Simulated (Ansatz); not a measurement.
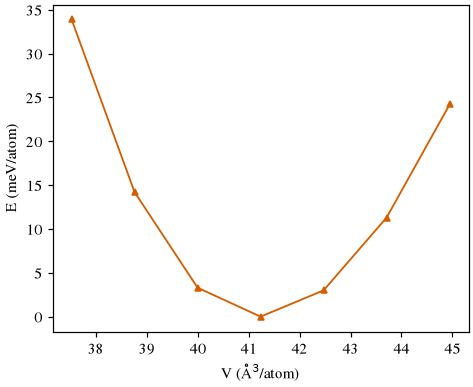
PbI₂ (fluorite, Fm-3m) under volume change, HSE06 in the plane-wave PAW code Ansatz, scaled uniformly.

### Question
What does a third-order Birch–Murnaghan fit give for V₀, B₀ and B′?

### Answer
V₀ = 41.23 Å³/atom, B₀ = 27.3 GPa, B′ = 4.7.

A made-up cell: these elements were put on the sites of a structure type; neither database checked (COD, Materials Project) lists it. It is not the phase usual at ambient conditions (space group No. 164). The cell was relaxed with HSE06 under the symmetry of its start; its stability against distortions is not shown here. Scalar-relativistic: spin–orbit coupling is off unless named, which matters more the heavier the elements.

Potentials: the later of the program's two PAW sets.
